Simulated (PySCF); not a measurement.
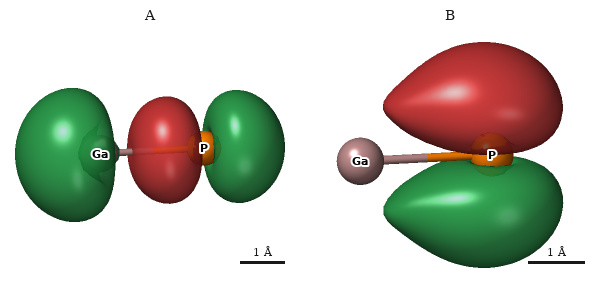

*GaP (triplet). Two frontier α-spin orbitals, each drawn at the value that holds 80 % of its norm (green and red are the two phases), in no order; of a degenerate pair one member is drawn.*

The calculation used PBE0/def2-TZVPPD, non-relativistic Hamiltonian with scalar-relativistic core potentials where named, at a bond length of 2.460 Å (PySCF 2.14.0).

Name the orbitals and rank them from lowest to highest energy.

Answer. Orbital B: π, occupied in this spin, −7.15 eV; mainly on P (85 %).
Orbital A: σ, occupied in this spin, −5.92 eV; shared between the atoms (Ga 50 %, P 50 %).
